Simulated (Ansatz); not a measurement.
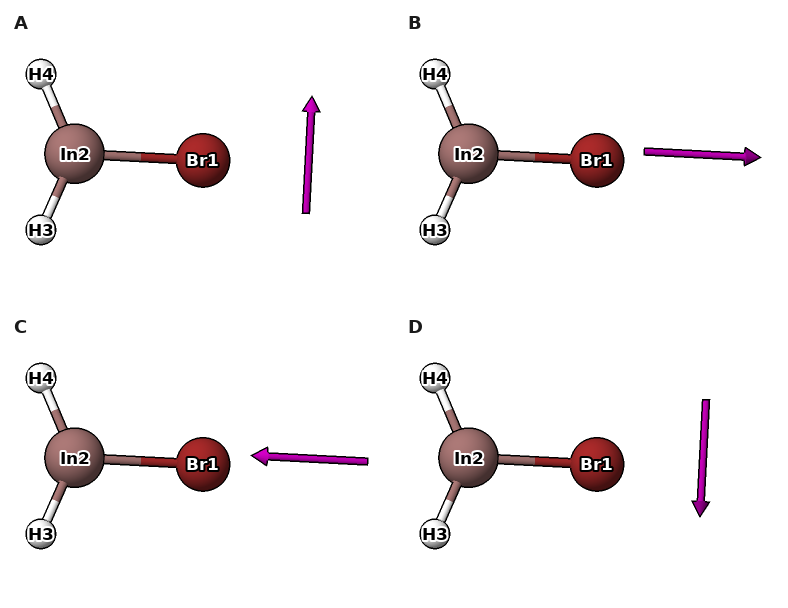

The same molecule four times, each with an arrow. The geometry was computed by an optimisation with PBE-D4/def2-SVP. No frequency run is at hand to confirm it as a minimum. Properties computed with RKS PBE-D4/def2-SVP, core potentials on In (Ansatz 0.2.0).

Which arrow points along the dipole moment, from the negative to the positive end?

C. The dipole moment is 2.55 D; it points from the side of Br1 to the side of H3, H4 (the outermost atoms at the two ends).
